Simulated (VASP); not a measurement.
Band structure of PdIn (CsCl type). These are LDA (Ceperley-Alder, Perdew-Zunger), VASP's LDA PAW potentials (set 64) (plane waves; VASP) values and carry that method's errors.

Unless said otherwise, spin-orbit coupling is left out, though it shifts the bands of the heavy elements here.

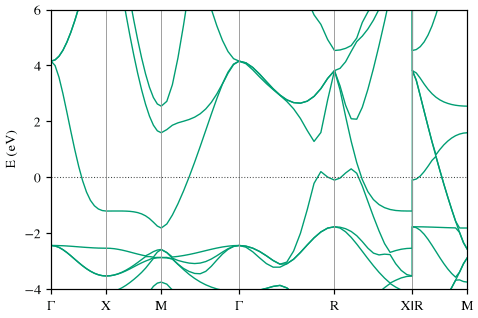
Bands along high-symmetry lines, zero at the valence-band maximum or, without a gap, the Fermi level

Read the plot: is there a gap, and where are the band edges?

It has no gap at this level: it comes out as a metal or semimetal. (Edges off the drawn lines would not show.)

The compound is PdIn in the CsCl type structure. It was relaxed first. The electron count is odd and the run is not spin-polarised, which forces a metal.
